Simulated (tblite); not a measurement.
## Saddle-point search of C$_{2}$H$_{3}$F$_{3}$O$_{2}$Si

- system: C$_{2}$H$_{3}$F$_{3}$O$_{2}$Si
- method: GFN2-xTB saddle search (eigenvector following) and harmonic vibrations, gas phase (tblite 0.8.0)

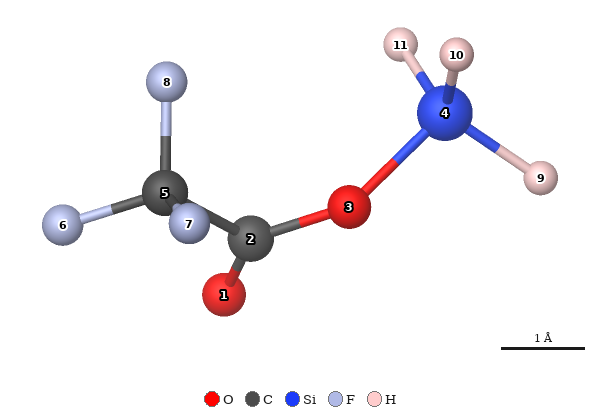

**Figure 1.** The structure as given in the input (ball-and-stick view, seen at a tilt; atoms are numbered from 1 in the order of the input). Bond lengths as drawn: C–C 1.57 Å, C–F 1.33 to 1.34 Å, C–O 1.19 to 1.30 Å, H–Si 1.46 Å and O–Si 1.66 Å.

Input file:
```
{"job": {"xc": "GFN2-xTB", "basis": "xTB", "kind": "saddle"}, "charge": 0, "multiplicity": 1}
O     -0.604702    -2.101769    -0.078785
C     -0.528878    -0.931576     0.122183
O      0.486041    -0.269932     0.582128
Si     1.924895     0.427866     0.129177
C     -1.730406     0.036304    -0.148052
F     -2.811024    -0.596272    -0.591928
F     -2.072086     0.718805     0.950918
F     -1.375056     0.941101    -1.077411
H      2.912049    -0.218380     0.981903
H      1.706746     1.838049     0.423399
H      2.092419     0.155803    -1.293532
```

The first line tells a small driver script what to run in tblite; the rest is the geometry in Å.

Hardware: 1 CPU thread, shared host.

Launched with:
```bash
OMP_NUM_THREADS=1 python <driver script> task.json out
```

Log:
```
step      E/eV     max force
  0    -814.25004   0.0324
  1    -814.25097   0.0680
  2    -814.24973   0.0217
  3    -814.25082   0.0324
  4    -814.25281   0.0427
  5    -814.25509   0.0480
  6    -814.25791   0.0351
  7    -814.26164   0.1119
  8    -814.25929   0.0224
  9    -814.26157   0.0401
 10    -814.26366   0.0311
 11    -814.26697   0.0422
 12    -814.26974   0.1113
 13    -814.26816   0.0182
 14    -814.26992   0.0210
 15    -814.27120   0.0219
 16    -814.27277   0.0136
 17    -814.27451   0.0520
 18    -814.27352   0.0116
 19    -814.27455   0.0150
 20    -814.27554   0.0182
 21    -814.27621   0.0110
 22    -814.27727   0.0203
 23    -814.27815   0.0215
 24    -814.27876   0.0212
 25    -814.27911   0.0355
 26    -814.27924   0.0014
lowest wavenumbers (cm-1): -64.5 27.5 85.9 110.3 179.5 212.1
```

Trajectory as extended XYZ (Å, eV, eV/Å), 12 frames, from step=0 to step=26:
```
11
Properties=species:S:1:pos:R:3:forces:R:3 step=0 energy=-814.25004
O    -0.6047   -2.1018   -0.0788    0.0180  -0.0020  -0.0050
C    -0.5289   -0.9316    0.1222    0.0090  -0.0050  -0.0060
O     0.4860   -0.2699    0.5821   -0.0120   0.0300   0.0020
Si    1.9249    0.4279    0.1292   -0.0020   0.0010   0.0010
C    -1.7304    0.0363   -0.1481    0.0010  -0.0090   0.0030
F    -2.8110   -0.5963   -0.5919   -0.0070   0.0050   0.0030
F    -2.0721    0.7188    0.9509   -0.0010  -0.0010  -0.0040
F    -1.3751    0.9411   -1.0774   -0.0090   0.0040   0.0100
H     2.9120   -0.2184    0.9819   -0.0130  -0.0080  -0.0090
H     1.7067    1.8380    0.4234    0.0050  -0.0040  -0.0050
H     2.0924    0.1558   -1.2935    0.0110  -0.0110   0.0120
11
Properties=species:S:1:pos:R:3:forces:R:3 step=2 energy=-814.24973
O    -0.6134   -2.1080   -0.0882    0.0070  -0.0180  -0.0100
C    -0.5285   -0.9399    0.1200    0.0030   0.0100  -0.0020
O     0.4921   -0.2918    0.5867   -0.0010   0.0160   0.0030
Si    1.9163    0.4296    0.1255   -0.0060  -0.0040   0.0010
C    -1.7220    0.0394   -0.1436   -0.0020  -0.0040   0.0000
F    -2.8046   -0.5783   -0.6031   -0.0030   0.0010   0.0010
F    -2.0652    0.7077    0.9635   -0.0020   0.0010   0.0040
F    -1.3553    0.9564   -1.0566   -0.0070   0.0040   0.0040
H     2.9036   -0.1938    0.9928    0.0030  -0.0080   0.0070
H     1.6800    1.8414    0.3938    0.0010   0.0110  -0.0040
H     2.0970    0.1375   -1.2909    0.0080  -0.0110  -0.0050
11
Properties=species:S:1:pos:R:3:forces:R:3 step=4 energy=-814.25281
O    -0.6189   -2.1069   -0.1624    0.0000   0.0380  -0.0010
C    -0.5262   -0.9482    0.0929   -0.0010  -0.0220  -0.0080
O     0.5029   -0.3289    0.5804   -0.0060  -0.0060   0.0020
Si    1.9094    0.4267    0.1208    0.0290   0.0100  -0.0060
C    -1.7161    0.0472   -0.1242   -0.0030   0.0080   0.0040
F    -2.8070   -0.5483   -0.5931    0.0020   0.0060   0.0060
F    -2.0441    0.6800    1.0089    0.0070  -0.0130  -0.0160
F    -1.3536    0.9933   -1.0095   -0.0050  -0.0100   0.0180
H     2.8736   -0.1247    1.0628   -0.0300   0.0220  -0.0210
H     1.6299    1.8484    0.2950    0.0050  -0.0360  -0.0140
H     2.1501    0.0613   -1.2718    0.0020   0.0030   0.0370
11
Properties=species:S:1:pos:R:3:forces:R:3 step=7 energy=-814.26164
O    -0.6093   -2.0811   -0.3048    0.0050   0.1100   0.0200
C    -0.5215   -0.9448    0.0406    0.0000  -0.0700  -0.0210
O     0.5102   -0.3591    0.5651   -0.0160  -0.0130  -0.0110
Si    1.9106    0.4144    0.1147    0.0390   0.0110  -0.0030
C    -1.7193    0.0564   -0.0886    0.0000  -0.0020   0.0060
F    -2.8212   -0.5165   -0.5605    0.0060   0.0060   0.0080
F    -2.0190    0.6274    1.0842    0.0110  -0.0160  -0.0200
F    -1.3817    1.0491   -0.9320   -0.0030  -0.0090   0.0190
H     2.8112   -0.0124    1.1773   -0.0470   0.0290  -0.0430
H     1.5808    1.8380    0.1224    0.0110  -0.0580  -0.0130
H     2.2591   -0.0714   -1.2183   -0.0040   0.0120   0.0570
11
Properties=species:S:1:pos:R:3:forces:R:3 step=9 energy=-814.26157
O    -0.6099   -2.0807   -0.3087    0.0020   0.0400   0.0010
C    -0.5217   -0.9457    0.0386    0.0000  -0.0250  -0.0100
O     0.5101   -0.3615    0.5642   -0.0050  -0.0060  -0.0050
Si    1.9099    0.4151    0.1179    0.0130   0.0030  -0.0010
C    -1.7186    0.0557   -0.0906    0.0030  -0.0030   0.0030
F    -2.8260   -0.5202   -0.5448   -0.0030   0.0000   0.0020
F    -2.0055    0.6411    1.0777    0.0040  -0.0060   0.0030
F    -1.3868    1.0375   -0.9484    0.0000   0.0040   0.0070
H     2.8103   -0.0176    1.1752   -0.0190   0.0150  -0.0090
H     1.5806    1.8367    0.1356    0.0010  -0.0190  -0.0130
H     2.2576   -0.0604   -1.2168    0.0040  -0.0020   0.0220
11
Properties=species:S:1:pos:R:3:forces:R:3 step=11 energy=-814.26697
O    -0.6139   -2.0682   -0.3760    0.0020   0.0420   0.0040
C    -0.5202   -0.9472    0.0128    0.0010  -0.0260  -0.0110
O     0.5170   -0.3868    0.5541   -0.0070  -0.0060  -0.0070
Si    1.9071    0.4098    0.1126    0.0130   0.0030   0.0000
C    -1.7154    0.0608   -0.0719   -0.0010  -0.0020   0.0040
F    -2.8290   -0.4977   -0.5332    0.0040   0.0050   0.0060
F    -1.9891    0.6093    1.1173    0.0050  -0.0090  -0.0050
F    -1.3897    1.0689   -0.9014   -0.0010   0.0010   0.0100
H     2.7693    0.0509    1.2272   -0.0210   0.0150  -0.0130
H     1.5479    1.8230    0.0415    0.0020  -0.0220  -0.0110
H     2.3159   -0.1228   -1.1830    0.0030   0.0000   0.0230
11
Properties=species:S:1:pos:R:3:forces:R:3 step=14 energy=-814.26992
O    -0.6184   -2.0594   -0.4261    0.0000   0.0210  -0.0010
C    -0.5199   -0.9495   -0.0083    0.0000  -0.0130  -0.0070
O     0.5214   -0.4070    0.5435   -0.0030  -0.0050  -0.0040
Si    1.9046    0.4071    0.1138    0.0080   0.0010   0.0000
C    -1.7124    0.0633   -0.0622    0.0020  -0.0020   0.0030
F    -2.8381   -0.4883   -0.5013   -0.0010   0.0020   0.0020
F    -1.9575    0.6080    1.1348    0.0030  -0.0060   0.0030
F    -1.4005    1.0737   -0.8943    0.0010   0.0040   0.0060
H     2.7392    0.0883    1.2602   -0.0140   0.0120  -0.0060
H     1.5262    1.8121   -0.0025    0.0000  -0.0140  -0.0110
H     2.3553   -0.1481   -1.1577    0.0040  -0.0020   0.0160
11
Properties=species:S:1:pos:R:3:forces:R:3 step=16 energy=-814.27277
O    -0.6286   -2.0569   -0.4519   -0.0010   0.0100  -0.0040
C    -0.5202   -0.9536   -0.0198    0.0010  -0.0050  -0.0040
O     0.5277   -0.4266    0.5348   -0.0010  -0.0030  -0.0040
Si    1.9009    0.4056    0.1078    0.0030   0.0000   0.0000
C    -1.7072    0.0666   -0.0516    0.0000   0.0000   0.0030
F    -2.8344   -0.4687   -0.5069    0.0010   0.0030   0.0030
F    -1.9524    0.5815    1.1585    0.0030  -0.0050   0.0010
F    -1.3894    1.0967   -0.8569    0.0000   0.0020   0.0060
H     2.7116    0.1334    1.2823   -0.0100   0.0090  -0.0020
H     1.5033    1.7998   -0.0595   -0.0020  -0.0090  -0.0100
H     2.3890   -0.1777   -1.1368    0.0050  -0.0030   0.0100
11
Properties=species:S:1:pos:R:3:forces:R:3 step=18 energy=-814.27352
O    -0.6312   -2.0540   -0.4704   -0.0010   0.0070  -0.0040
C    -0.5203   -0.9550   -0.0281    0.0000  -0.0050  -0.0040
O     0.5292   -0.4349    0.5298    0.0000  -0.0040  -0.0030
Si    1.8996    0.4049    0.1095    0.0010   0.0000  -0.0010
C    -1.7057    0.0674   -0.0490   -0.0020   0.0010   0.0030
F    -2.8393   -0.4668   -0.4896    0.0040   0.0050   0.0030
F    -1.9356    0.5863    1.1624    0.0030  -0.0050   0.0000
F    -1.3950    1.0945   -0.8609   -0.0010   0.0010   0.0070
H     2.6999    0.1441    1.2934   -0.0070   0.0080   0.0020
H     1.4956    1.7956   -0.0699   -0.0030  -0.0050  -0.0100
H     2.4027   -0.1821   -1.1272    0.0060  -0.0040   0.0070
11
Properties=species:S:1:pos:R:3:forces:R:3 step=21 energy=-814.27621
O    -0.6449   -2.0513   -0.5016   -0.0010   0.0050  -0.0030
C    -0.5214   -0.9601   -0.0436    0.0010  -0.0020  -0.0030
O     0.5364   -0.4579    0.5152   -0.0010  -0.0030  -0.0030
Si    1.8957    0.4034    0.1032    0.0030   0.0010   0.0000
C    -1.6998    0.0707   -0.0367   -0.0010   0.0030   0.0010
F    -2.8373   -0.4446   -0.4894    0.0030   0.0050   0.0030
F    -1.9243    0.5579    1.1889    0.0020  -0.0050  -0.0030
F    -1.3847    1.1179   -0.8210   -0.0010  -0.0030   0.0080
H     2.6635    0.1965    1.3188   -0.0080   0.0070  -0.0030
H     1.4704    1.7793   -0.1346   -0.0010  -0.0080  -0.0060
H     2.4463   -0.2119   -1.0993    0.0030  -0.0010   0.0090
11
Properties=species:S:1:pos:R:3:forces:R:3 step=23 energy=-814.27815
O    -0.6599   -2.0452   -0.5481    0.0000   0.0130   0.0030
C    -0.5232   -0.9655   -0.0671    0.0010  -0.0060  -0.0030
O     0.5434   -0.4850    0.4943   -0.0030  -0.0020  -0.0050
Si    1.8917    0.4016    0.1013    0.0100   0.0020   0.0000
C    -1.6936    0.0738   -0.0245   -0.0010   0.0030   0.0020
F    -2.8435   -0.4268   -0.4623    0.0060   0.0040   0.0040
F    -1.8907    0.5449    1.2124    0.0020  -0.0060  -0.0090
F    -1.3864    1.1302   -0.7995   -0.0010  -0.0050   0.0080
H     2.6181    0.2477    1.3503   -0.0130   0.0060  -0.0160
H     1.4452    1.7600   -0.1940    0.0040  -0.0160  -0.0020
H     2.4989   -0.2357   -1.0628   -0.0040   0.0070   0.0170
11
Properties=species:S:1:pos:R:3:forces:R:3 step=26 energy=-814.27924
O    -0.6891   -2.0442   -0.5909    0.0000   0.0010   0.0000
C    -0.5276   -0.9752   -0.0941    0.0000   0.0000   0.0000
O     0.5546   -0.5212    0.4586    0.0000   0.0000  -0.0010
Si    1.8862    0.4014    0.0948    0.0000  -0.0010   0.0000
C    -1.6837    0.0776   -0.0082   -0.0010   0.0000   0.0000
F    -2.8456   -0.3966   -0.4430    0.0010   0.0000   0.0010
F    -1.8572    0.5140    1.2449    0.0000   0.0000  -0.0010
F    -1.3760    1.1530   -0.7558    0.0000   0.0000   0.0000
H     2.5531    0.3186    1.3819    0.0000   0.0000   0.0000
H     1.4163    1.7321   -0.2764    0.0000   0.0000   0.0000
H     2.5691   -0.2596   -1.0117    0.0000   0.0000   0.0010
```

Summary:

```csv
quantity,value
outcome,converged
total energy,−814.2792 eV
point group,C1
wall time,3.7 s
peak memory,0.19 GiB
```
